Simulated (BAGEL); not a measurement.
# singlet CH2NOSi+: a chain of runs

We compute the energy (singlet CH2NOSi+, HF/def2-SV(P)), then the energy (doublet CH2NOSi, NEVPT2(3,3)/def2-SV(P)), then the energy (doublet CH2NOSi, CASPT2(3,3)/def2-SV(P)) of CH2NOSi. 

The results are computed with BAGEL 1.2.2.

## (1) The molecule

The species is CH2NOSi+ (6 atoms), meant as a singlet with charge +1. SMILES of the parent species: `O=C=N[SiH2]`. The Si4–H5 distance was set to 2.006 Å, away from the relaxed value. That shape belongs to the parent species and isn't relaxed for this state. At this shape a bond of the SMILES string is far longer than usual.

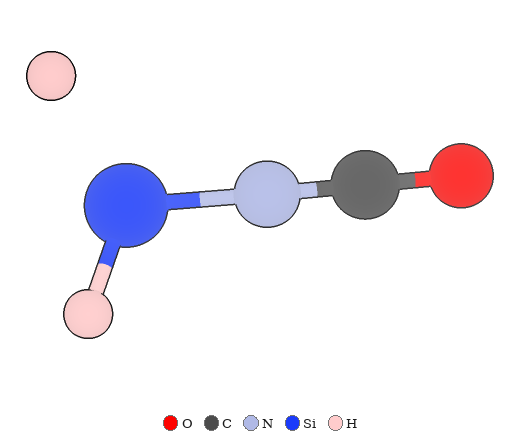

The structure, seen from a chosen angle (oxygen red, carbon dark grey, nitrogen light blue, silicon blue, hydrogen pink).

## (2) A single-point energy at HF/def2-SV(P) (density fitting with svp-jkfit) (run 1)

The input, job.json:

```json
{ "bagel": [

{
  "title": "molecule",
  "basis": "def2-sv_p_.json",
  "df_basis": "svp-jkfit",
  "angstrom": false,
  "geometry": [
    { "atom": "O", "xyz": [  1.43444764, -4.23982544,  3.68070272 ] },
    { "atom": "C", "xyz": [  0.60070047, -2.63752666,  2.42403485 ] },
    { "atom": "N", "xyz": [ -0.21603916, -0.95019020,  1.16509930 ] },
    { "atom": "Si", "xyz": [ -1.91603678,  0.70615475, -1.01658951 ] },
    { "atom": "H", "xyz": [  0.49378544,  2.29450546, -3.47539532 ] },
    { "atom": "H", "xyz": [ -3.44142371,  2.64709245,  0.32228145 ] }
  ]
},
{ "title": "hf", "charge": 1 },
{ "title": "print", "file": "orbitals.molden", "orbitals": true }

]}
```

The basis set def2-SV(P) is read from a file made from the Basis Set Exchange's data (not shown).

The run is started by

```
$ BAGEL_NUM_THREADS=1 BAGEL job.json > job.out
```

Output:

```text
* using 1 threads per process

  ===============================================================
  ===============================================================

  *** Geometry ***

  { "atom" : "O", "xyz" : [      1.434448,     -4.239825,      3.680703 ] },
  { "atom" : "C", "xyz" : [      0.600700,     -2.637527,      2.424035 ] },
  { "atom" : "N", "xyz" : [     -0.216039,     -0.950190,      1.165099 ] },
  { "atom" : "Si", "xyz" : [     -1.916037,      0.706155,     -1.016590 ] },
  { "atom" : "H", "xyz" : [      0.493785,      2.294505,     -3.475395 ] },
  { "atom" : "H", "xyz" : [     -3.441424,      2.647092,      0.322281 ] },

  Number of auxiliary basis functions:      393

  Since a DF basis is specified, we compute 2- and 3-index integrals:
    o Being stored without compression. Storage requirement is 0.013 GB

  Number of basis functions:       64
  Number of electrons      :       37

    * METHOD: MOLECULE                             0.12

  *** RHF ***

  === Nuclear Repulsion ===
   128.4728881629

      * DIIS with orbital gradients will be used.

  === RHF iteration (def2-sv_p_.json) ===
      0       -456.49227624          0.02180550           0.03
      1       -456.61154733          0.01653376           0.03
      2       -456.68489886          0.00267224           0.03
      3       -456.68696561          0.00133148           0.03
      4       -456.68752850          0.00021250           0.03
      5       -456.68755201          0.00008432           0.03
      6       -456.68755641          0.00003703           0.03
      7       -456.68755796          0.00001747           0.03
      8       -456.68755829          0.00000912           0.03
      9       -456.68755834          0.00000497           0.03
     10       -456.68755837          0.00000253           0.03
     11       -456.68755837          0.00000101           0.03
     12       -456.68755837          0.00000043           0.03
     13       -456.68755837          0.00000017           0.03
     14       -456.68755837          0.00000009           0.03
     15       -456.68755837          0.00000005           0.03
     16       -456.68755837          0.00000003           0.03
     17       -456.68755837          0.00000001           0.03
     18       -456.68755837          0.00000001           0.03
    * SCF iteration converged.

    * Permanent dipole moment:
           (    1.549804,    -1.537850,     2.084650) a.u.

    * METHOD: HF                                   0.63

    * METHOD: PRINT                                0.01

  ===============================================================
```

Wall time 0.89 s (1 thread of Arm Neoverse V1, shared host); peak memory 0.14 GiB.

## (3) Doublet neutral CH2NOSi: the energy at NEVPT2(3,3)/def2-SV(P) (density fitting with svp-jkfit) (run 2)

The input, input.json:

```json
{ "bagel" : [

{
  "title" : "molecule",
  "basis" : "def2-sv_p_.json",
  "df_basis" : "svp-jkfit",
  "angstrom" : false,
  "geometry" : [
    { "atom" : "O", "xyz" : [     1.43444764,    -4.23982544,     3.68070272 ] },
    { "atom" : "C", "xyz" : [     0.60070047,    -2.63752666,     2.42403485 ] },
    { "atom" : "N", "xyz" : [    -0.21603916,    -0.95019020,     1.16509930 ] },
    { "atom" : "Si", "xyz" : [    -1.91603678,     0.70615475,    -1.01658951 ] },
    { "atom" : "H", "xyz" : [     0.49378544,     2.29450546,    -3.47539532 ] },
    { "atom" : "H", "xyz" : [    -3.44142371,     2.64709245,     0.32228145 ] }
  ]
},

{ "title" : "hf", "charge" : 1 },

{ "title" : "casscf", "nstate" : 1, "nact" : 3, "nclosed" : 17, "nspin" : 1, "active" : [16, 19, 20], "maxiter" : 200, "natocc" : true },

{
  "title" : "nevpt2",
  "nstate" : 1,
  "nact" : 3,
  "nclosed" : 17,
  "nspin" : 1,
  "active" : [16, 19, 20],
  "maxiter" : 200,
  "natocc" : true,
  "ncore" : 8
},

{ "title" : "print", "file" : "orbitals.molden", "orbitals" : true }

]}
```

The basis set def2-SV(P) is read from a file made from the Basis Set Exchange's data (not shown).

The run is started by

```
$ BAGEL_NUM_THREADS=1 BAGEL input.json > input.out
```

Output:

```text
* using 1 threads per process

  ===============================================================
  ===============================================================

  *** Geometry ***

  { "atom" : "O", "xyz" : [      1.434448,     -4.239825,      3.680703 ] },
  { "atom" : "C", "xyz" : [      0.600700,     -2.637527,      2.424035 ] },
  { "atom" : "N", "xyz" : [     -0.216039,     -0.950190,      1.165099 ] },
  { "atom" : "Si", "xyz" : [     -1.916037,      0.706155,     -1.016590 ] },
  { "atom" : "H", "xyz" : [      0.493785,      2.294505,     -3.475395 ] },
  { "atom" : "H", "xyz" : [     -3.441424,      2.647092,      0.322281 ] },

  Number of auxiliary basis functions:      393

  Since a DF basis is specified, we compute 2- and 3-index integrals:
    o Being stored without compression. Storage requirement is 0.013 GB

  Number of basis functions:       64
  Number of electrons      :       37

    * METHOD: MOLECULE                             0.12

  *** RHF ***

  === Nuclear Repulsion ===
   128.4728881629

      * DIIS with orbital gradients will be used.

  === RHF iteration (def2-sv_p_.json) ===
      0       -456.49227624          0.02180550           0.03
      1       -456.61154733          0.01653376           0.03
      2       -456.68489886          0.00267224           0.03
      3       -456.68696561          0.00133148           0.03
      4       -456.68752850          0.00021250           0.03
      5       -456.68755201          0.00008432           0.03
      6       -456.68755641          0.00003703           0.03
      7       -456.68755796          0.00001747           0.03
      8       -456.68755829          0.00000912           0.03
      9       -456.68755834          0.00000497           0.03
     10       -456.68755837          0.00000253           0.03
     11       -456.68755837          0.00000101           0.03
     12       -456.68755837          0.00000043           0.03
     13       -456.68755837          0.00000017           0.03
     14       -456.68755837          0.00000009           0.03
     15       -456.68755837          0.00000005           0.03
     16       -456.68755837          0.00000003           0.03
     17       -456.68755837          0.00000001           0.03
     18       -456.68755837          0.00000001           0.03
    * SCF iteration converged.

    * Permanent dipole moment:
           (    1.549804,    -1.537850,     2.084650) a.u.

    * METHOD: HF                                   0.63

  ---------------------------
      CASSCF calculation
  ---------------------------

    ==== Active orbitals : =====
         Orbital 16
         Orbital 19
         Orbital 20
    ============================

    * nstate   :      1
    * nclosed  :     17
    * nact     :      3
    * nvirt    :     44
  === CASSCF iteration (def2-sv_p_.json) ===

    * Using the second-order algorithm

      0  0      -456.97589620     1.29e-02      0.01

      1  0      -457.00719652     1.31e-03      0.17

      2  0      -457.02360788     1.63e-03      0.15

      3  0      -457.02689671     3.36e-04      0.15

      4  0      -457.02700176     1.08e-04      0.15

      5  0      -457.02700699     3.12e-05      0.16

      6  0      -457.02700737     8.90e-06      0.16

      7  0      -457.02700740     2.61e-06      0.16

      8  0      -457.02700740     7.98e-07      0.16

      9  0      -457.02700740     2.52e-07      0.16

     10  0      -457.02700740     8.13e-08      0.15

     11  0      -457.02700740     2.66e-08      0.14

     12  0      -457.02700740     8.77e-09      0.13

    * Second-order optimization converged. *

     guess   0:   closed 1..                  open .1.

  === FCI iteration ===

      0  0      -457.00011311     4.67e-02      0.00
      1  0      -457.02684647     2.73e-03      0.00
      2  0      -457.02699458     7.78e-04      0.00
      3  0      -457.02700652     1.85e-04      0.00
      4  0      -457.02700737     4.75e-05      0.00
      5  0      -457.02700740     7.74e-06      0.00
      6  0      -457.02700740     1.36e-06      0.00
      7  0 *    -457.02700740     1.10e-15      0.00

     * ci vector, state   0, <S^2> = 0.7500
       2a.    -0.9818190877
       .a2    -0.1596478424
       .2a    -0.0735258628
       a.2     0.0572759303

    * METHOD: CASSCF                               1.91

    * freezing 8 orbitals

  === DF-NEVPT2 calculation ===

    * 3-index integral transformation done
    * assembly done

      NEVPT2 correlation energy:   -0.5073851900      0.08

          (+0)     -0.4623652476
          (+0)'    -0.0059545788
          (+1)     -0.0110881567
          (+1)'    -0.0002317131
          (+2)     -0.0002709024
          (-1)     -0.0203745068
          (-1)'    -0.0021470773
          (-2)     -0.0049530073

      NEVPT2 total energy:       -457.5343925892

    * METHOD: NEVPT2                               0.14

    * METHOD: PRINT                                0.01

  ===============================================================
```

Wall time 2.9 s (1 thread of Arm Neoverse V1, shared host); peak memory 0.14 GiB.

## (4) Doublet neutral CH2NOSi: the energy at CASPT2(3,3)/def2-SV(P) (density fitting with svp-jkfit) (run 3)

The input, calc.json:

```json
{ "bagel" : [

{
  "title" : "molecule",
  "basis" : "def2-sv_p_.json",
  "df_basis" : "svp-jkfit",
  "geometry" : [
    { "atom" : "O", "xyz" : [  1.43444764, -4.23982544,  3.68070272 ] },
    { "atom" : "C", "xyz" : [  0.60070047, -2.63752666,  2.42403485 ] },
    { "atom" : "N", "xyz" : [ -0.21603916, -0.95019020,  1.16509930 ] },
    { "atom" : "Si", "xyz" : [ -1.91603678,  0.70615475, -1.01658951 ] },
    { "atom" : "H", "xyz" : [  0.49378544,  2.29450546, -3.47539532 ] },
    { "atom" : "H", "xyz" : [ -3.44142371,  2.64709245,  0.32228145 ] }
  ]
},
{
  "title" : "hf",
  "charge" : 1
},
{
  "title" : "casscf",
  "nstate" : 1,
  "nact" : 3,
  "nclosed" : 17,
  "nspin" : 1,
  "active" : [16, 19, 20],
  "maxiter" : 200,
  "natocc" : "true"
},
{
  "title" : "print",
  "file" : "orbitals.molden",
  "orbitals" : "true"
},
{
  "title" : "smith",
  "method" : "caspt2",
  "ms" : "true",
  "xms" : "true",
  "sssr" : "true",
  "shift" : 0.2,
  "shift_imag" : "true",
  "ncore" : 8
}

]}
```

The basis set def2-SV(P) is read from a file made from the Basis Set Exchange's data (not shown).

The run is started by

```
$ BAGEL_NUM_THREADS=1 BAGEL calc.json > calc.out
```

Output:

```text
* using 1 threads per process

  ===============================================================
  ===============================================================

  *** Geometry ***

  { "atom" : "O", "xyz" : [      1.434448,     -4.239825,      3.680703 ] },
  { "atom" : "C", "xyz" : [      0.600700,     -2.637527,      2.424035 ] },
  { "atom" : "N", "xyz" : [     -0.216039,     -0.950190,      1.165099 ] },
  { "atom" : "Si", "xyz" : [     -1.916037,      0.706155,     -1.016590 ] },
  { "atom" : "H", "xyz" : [      0.493785,      2.294505,     -3.475395 ] },
  { "atom" : "H", "xyz" : [     -3.441424,      2.647092,      0.322281 ] },

  Number of auxiliary basis functions:      393

  Since a DF basis is specified, we compute 2- and 3-index integrals:
    o Being stored without compression. Storage requirement is 0.013 GB

  Number of basis functions:       64
  Number of electrons      :       37

    * METHOD: MOLECULE                             0.13

  *** RHF ***

  === Nuclear Repulsion ===
   128.4728881629

      * DIIS with orbital gradients will be used.

  === RHF iteration (def2-sv_p_.json) ===
      0       -456.49227624          0.02180550           0.03
      1       -456.61154733          0.01653376           0.03
      2       -456.68489886          0.00267224           0.03
      3       -456.68696561          0.00133148           0.03
      4       -456.68752850          0.00021250           0.03
      5       -456.68755201          0.00008432           0.03
      6       -456.68755641          0.00003703           0.03
      7       -456.68755796          0.00001747           0.03
      8       -456.68755829          0.00000912           0.03
      9       -456.68755834          0.00000497           0.03
     10       -456.68755837          0.00000253           0.03
     11       -456.68755837          0.00000101           0.03
     12       -456.68755837          0.00000043           0.03
     13       -456.68755837          0.00000017           0.03
     14       -456.68755837          0.00000009           0.03
     15       -456.68755837          0.00000005           0.03
     16       -456.68755837          0.00000003           0.03
     17       -456.68755837          0.00000001           0.03
     18       -456.68755837          0.00000001           0.03
    * SCF iteration converged.

    * Permanent dipole moment:
           (    1.549804,    -1.537850,     2.084650) a.u.

    * METHOD: HF                                   0.63

  ---------------------------
      CASSCF calculation
  ---------------------------

    ==== Active orbitals : =====
         Orbital 16
         Orbital 19
         Orbital 20
    ============================

    * nstate   :      1
    * nclosed  :     17
    * nact     :      3
    * nvirt    :     44
  === CASSCF iteration (def2-sv_p_.json) ===

    * Using the second-order algorithm

      0  0      -456.97589620     1.29e-02      0.01

      1  0      -457.00719652     1.31e-03      0.17

      2  0      -457.02360788     1.63e-03      0.16

      3  0      -457.02689671     3.36e-04      0.16

      4  0      -457.02700176     1.08e-04      0.16

      5  0      -457.02700699     3.12e-05      0.16

      6  0      -457.02700737     8.90e-06      0.16

      7  0      -457.02700740     2.61e-06      0.16

      8  0      -457.02700740     7.98e-07      0.16

      9  0      -457.02700740     2.52e-07      0.16

     10  0      -457.02700740     8.13e-08      0.15

     11  0      -457.02700740     2.66e-08      0.15

     12  0      -457.02700740     8.77e-09      0.14

    * Second-order optimization converged. *

     guess   0:   closed 1..                  open .1.

  === FCI iteration ===

      0  0      -457.00011311     4.67e-02      0.00
      1  0      -457.02684647     2.73e-03      0.00
      2  0      -457.02699458     7.78e-04      0.00
      3  0      -457.02700652     1.85e-04      0.00
      4  0      -457.02700737     4.75e-05      0.00
      5  0      -457.02700740     7.74e-06      0.00
      6  0      -457.02700740     1.36e-06      0.00
      7  0 *    -457.02700740     1.10e-15      0.00

     * ci vector, state   0, <S^2> = 0.7500
       2a.    -0.9818190877
       .a2    -0.1596478424
       .2a    -0.0735258628
       a.2     0.0572759303

    * METHOD: CASSCF                               1.97

    * METHOD: PRINT                                0.01

  === SMITH program ===

    * freezing 8 orbitals

    * Approximate memory requirement for SMITH calulation per MPI process:
      o Storage requirement for T-amplitude, lambda, and residual is 0.01 GB
      o Storage requirement for MO integrals is 0.00 GB
    * Calculating and saving rdm4f

    * Zeroth order energy : state  0       -0.9865951322

    * CASPT2 iteration is performed using orthogonal basis

      -------------------------------------------  CASPT2 iteration  ---------------------------------------------------
       #      aibj      arbs      arbi      airj      risj      airs      arst      rist         Etot      error   time
      ------------------------------------------------------------------------------------------------------------------

       0  -0.46103  -0.00642  -0.02193  -0.01236  -0.00041  -0.00560  -0.00211  -0.00021   -0.5100705  0.0010998   0.04
       1  -0.46116  -0.00646  -0.02197  -0.01245  -0.00044  -0.00570  -0.00216  -0.00022   -0.5105466  0.0001912   0.03
       2  -0.46116  -0.00646  -0.02197  -0.01245  -0.00044  -0.00570  -0.00216  -0.00022   -0.5105614  0.0000370   0.04
       3  -0.46116  -0.00646  -0.02197  -0.01245  -0.00044  -0.00570  -0.00216  -0.00022   -0.5105619  0.0000077   0.04
       4  -0.46116  -0.00646  -0.02197  -0.01245  -0.00044  -0.00570  -0.00216  -0.00022   -0.5105619  0.0000014   0.04
       5  -0.46116  -0.00646  -0.02197  -0.01245  -0.00044  -0.00570  -0.00216  -0.00022   -0.5105619  0.0000003   0.04

      ------------------------------------------------------------------------------------------------------------------

    * CASPT2 energy : state  0     -457.5404687393
        w/o shift correction       -457.5375693271
        reference weight              0.8538270535

    * METHOD: SMITH                                0.33

  ===============================================================
```

Run time: 3.3 s. Hardware: 1 thread of Arm Neoverse V1, shared host; peak memory 0.14 GiB.

## (5) Results

| quantity | value |
| --- | --- |
| run 1, HF/def2-SV(P): total energy | -456.68756 Eh |
| run 1, HF/def2-SV(P): HOMO energy | -17.40 eV |
| run 1, HF/def2-SV(P): LUMO energy | -7.66 eV |
| run 1, HF/def2-SV(P): HOMO–LUMO gap | 9.75 eV |
| doublet neutral CH2NOSi, run 2: total energy | -457.53439 Eh |
| doublet neutral CH2NOSi, run 3: total energy | -457.54047 Eh |
